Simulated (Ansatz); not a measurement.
# Si2H5ClO2 (SMILES O[SiH2][SiH](O)Cl): levels of theory compared

Wanted: a comparison of 6 runs (B3LYP/6-31G*, B3LYP/cc-pVDZ, BLYP/cc-pVDZ, CAM-B3LYP/cc-pVDZ, PBE/cc-pVDZ) of Si2H5ClO2. 

The results are computed with Ansatz 0.2.0.

45 further runs of the same task are left out: 45 set aside as unsound or not needed.

**1. The structure to begin with**

Si2H5ClO2 has 10 atoms, charge 0, and is taken as a singlet. SMILES: `O[SiH2][SiH](O)Cl`. The O1–H6 distance was set to 1.728 Å, away from the relaxed value. At this shape a bond of the SMILES string is far longer than usual.

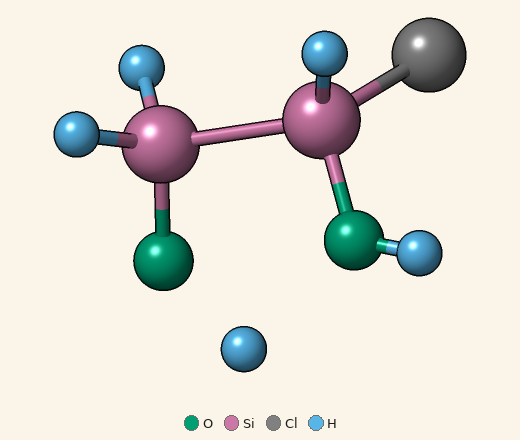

The structure, seen from a chosen angle (oxygen teal, silicon pink, chlorine grey, hydrogen blue).

**2. The energy at B3LYP/6-31G(d) (spherical functions) (run 1)**

Contents of molecule.yaml:

```yaml
crystal:
  periodic: [false, false, false]
  atoms:
    - symbol: O
      position_ang: [-1.289120, 1.485080, 1.448360]
    - symbol: Si
      position_ang: [-0.806520, 1.946680, -0.060140]
    - symbol: Si
      position_ang: [-0.018020, 0.012080, -1.132840]
    - symbol: O
      position_ang: [0.483280, -0.887720, 0.154460]
    - symbol: Cl
      position_ang: [-1.522520, -0.976320, -2.146040]
    - symbol: H
      position_ang: [-0.481100, 0.102500, 2.098700]
    - symbol: H
      position_ang: [0.286880, 2.959480, -0.009240]
    - symbol: H
      position_ang: [-1.970320, 2.545480, -0.757140]
    - symbol: H
      position_ang: [1.071080, 0.168180, -2.131940]
    - symbol: H
      position_ang: [0.839480, -1.764720, -0.002540]
basis:
  gaussian: {orbitals: 6-31G_st_-spherical.json}
hamiltonian: {xc: {name: B3LYP}}
accuracy: high
output: {orbitals: {seedname: orbitals}}
```

The basis set 6-31G* is read from a file made from the Basis Set Exchange's data (not shown).

The run is started by

```console
$ ansatz run molecule.yaml --threads 1 --pin off --max-ram 2610MiB --events-out events.jsonl --progress --plain --runs-dir runs
```

Standard output:

```text
Warning: RAYON_NUM_THREADS=1 ignored (pool sized by the plan → 1); use --threads N
Functional definition: B3LYP
  name "B3LYP"
  parameter a0 = 0.2
  parameter ax = 0.72
  parameter ac = 0.81
  exchange = (1 - a0 - ax)*slater_x + ax*b88_x + a0*exact_x
  correlation = (1 - ac)*vwn_rpa_c + ac*lyp_c
2059 factors; integrals over basis functions are off by at most 7.2e-9 eV
mean field evaluation 1: about -32441.1901 eV, gradient 7.4e1 eV
mean field evaluation 2: about -32377.7502 eV, gradient 1.7e2 eV
mean field evaluation 4: about -32451.3478 eV, gradient 2.3e1 eV
mean field evaluation 8: about -32452.4052 eV, gradient 5.5e-1 eV
mean field evaluation 16: about -32452.6058 eV, gradient 2.6e-4 eV
mean field -32452.60582696 eV, -1192.6112669743 hartree, gradient 3.3e-8 eV, S^2 0.000000; 0 other end points of the search recorded, 0 dependent functions left out
reference -32452.60587284 eV, -1192.6112686604 hartree; 33, 33 occupied and 59, 59 virtual orbitals, 2059 factors
Total energy: -32452.60587284 eV, -1192.6112686604 hartree
```

Run time: 11 s. Hardware: 1 thread of Arm Neoverse V2, shared host; peak memory 0.36 GiB.

**3. A single-point energy at B3LYP/6-31G(d) (Cartesian functions) (run 2)**

Changes to molecule.yaml since step 2:

```diff
@@ -24,5 +24,8 @@
 basis:
-  gaussian: {orbitals: 6-31G_st_-spherical.json}
-hamiltonian: {xc: {name: B3LYP}}
+  gaussian:
+    orbitals: "6-31G*"
+hamiltonian:
+  xc: {name: B3LYP}
 accuracy: high
-output: {orbitals: {seedname: orbitals}}
+output:
+  orbitals: {seedname: orbitals}
```

The run is started by

```console
$ ansatz run molecule.yaml --threads 1 --pin off --max-ram 2610MiB --events-out events.jsonl --progress --plain --runs-dir runs
```

Standard output, cut to the lines that bear on the results:

```text
Warning: RAYON_NUM_THREADS=1 ignored (pool sized by the plan → 1); use --threads N
[... 7 set-up lines as earlier in the session ...]
2099 factors; integrals over basis functions are off by at most 9.4e-9 eV
mean field evaluation 1: about -32441.5129 eV, gradient 7.4e1 eV
mean field evaluation 2: about -32378.0094 eV, gradient 1.7e2 eV
mean field evaluation 4: about -32451.6808 eV, gradient 2.3e1 eV
mean field evaluation 8: about -32452.7050 eV, gradient 5.7e-1 eV
mean field evaluation 16: about -32452.8624 eV, gradient 1.7e-4 eV
mean field -32452.86236996 eV, -1192.6206947558 hartree, gradient 3.4e-8 eV, S^2 0.000000; 0 other end points of the search recorded, 0 dependent functions left out
reference -32452.86241586 eV, -1192.6206964425 hartree; 33, 33 occupied and 64, 64 virtual orbitals, 2099 factors
Total energy: -32452.86241586 eV, -1192.6206964425 hartree
```

Wall time 13 s (1 thread of Arm Neoverse V2, shared host); peak memory 0.37 GiB.

Runs 3 to 5 aren't shown in full; the table further down has their settings and results.

**4. A single-point energy at PBE/cc-pVDZ (run 6)**

Contents of molecule.yaml:

```yaml
crystal:
  periodic: [false, false, false]
  atoms:
    - {symbol: O, position_ang: [-1.289120, 1.485080, 1.448360]}
    - {symbol: Si, position_ang: [-0.806520, 1.946680, -0.060140]}
    - {symbol: Si, position_ang: [-0.018020, 0.012080, -1.132840]}
    - {symbol: O, position_ang: [0.483280, -0.887720, 0.154460]}
    - {symbol: Cl, position_ang: [-1.522520, -0.976320, -2.146040]}
    - {symbol: H, position_ang: [-0.481100, 0.102500, 2.098700]}
    - {symbol: H, position_ang: [0.286880, 2.959480, -0.009240]}
    - {symbol: H, position_ang: [-1.970320, 2.545480, -0.757140]}
    - {symbol: H, position_ang: [1.071080, 0.168180, -2.131940]}
    - {symbol: H, position_ang: [0.839480, -1.764720, -0.002540]}
basis:
  gaussian:
    orbitals: cc-pVDZ
hamiltonian:
  xc: {name: PBE}
accuracy: high
output:
  orbitals: {seedname: orbitals}
```

The run is started by

```console
$ ansatz run molecule.yaml --threads 1 --pin off --max-ram 2610MiB --events-out events.jsonl --progress --plain --runs-dir runs
```

Standard output:

```text
Warning: RAYON_NUM_THREADS=1 ignored (pool sized by the plan → 1); use --threads N
Functional definition: PBE
  name "PBE"
  parameter kappa = 0.804
  parameter beta = 0.06672455060314922
  exchange = pbe_x(kappa = kappa, mu = beta*pi^2/3)
  correlation = pbe_c(beta = beta)
2484 factors; integrals over basis functions are off by at most 9.4e-9 eV
mean field evaluation 1: about -32423.0124 eV, gradient 7.8e1 eV
mean field evaluation 2: about -32281.6652 eV, gradient 2.1e2 eV
mean field evaluation 4: about -32434.5935 eV, gradient 1.2e1 eV
mean field evaluation 8: about -32435.4178 eV, gradient 1.4e0 eV
mean field evaluation 16: about -32435.4130 eV, gradient 1.9e-4 eV
mean field -32435.41297316 eV, -1191.9794412510 hartree, gradient 3.8e-8 eV, S^2 0.000000; 0 other end points of the search recorded, 0 dependent functions left out
reference -32435.41297702 eV, -1191.9794413928 hartree; 33, 33 occupied and 74, 74 virtual orbitals, 2484 factors
Total energy: -32435.41297702 eV, -1191.9794413928 hartree
```

Wall time 11 s (1 thread of Arm Neoverse V2, shared host); peak memory 0.32 GiB.

**5. Overview of the runs**

| run | level | Cartesian functions | energy (Eh) | HOMO energy (eV) | LUMO energy (eV) | HOMO–LUMO gap (eV) | wall time |
| --- | --- | --- | --- | --- | --- | --- | --- |
| 1 | B3LYP/6-31G* (spherical functions) | no | -1192.611269 | -7.37 | -3.72 | 3.65 | 11 s |
| 2 | B3LYP/6-31G* (Cartesian functions) | yes | -1192.620696 | -7.38 | -3.73 | 3.65 | 13 s |
| 3 | B3LYP/cc-pVDZ | no | -1192.677463 | -7.33 | -3.76 | 3.57 | 14 s |
| 4 | BLYP/cc-pVDZ | no | -1192.584161 | -6.07 | -4.31 | 1.77 | 11 s |
| 5 | CAM-B3LYP/cc-pVDZ | no | -1192.589656 | -8.81 | -2.35 | 6.46 | 17 s |
| 6 | PBE/cc-pVDZ | no | -1191.979441 | -6.19 | -4.41 | 1.78 | 11 s |

**6. Outcome**

| quantity | value |
| --- | --- |
| run 6: total energy | -1191.97944 Eh |
| run 6: HOMO energy | -6.19 eV |
| run 6: LUMO energy | -4.41 eV |
| run 6: HOMO–LUMO gap | 1.78 eV |

In words: The HOMO–LUMO gap runs from 1.77 eV (BLYP/cc-pVDZ) to 6.46 eV (CAM-B3LYP/cc-pVDZ). Totals of different functionals can't be ranked against each other. In runs 1, 2, 3, 4, 5, 6 a closed-shell determinant meets a far-stretched bond, which it describes badly. All runs together took 76 s, the longest 17 s.
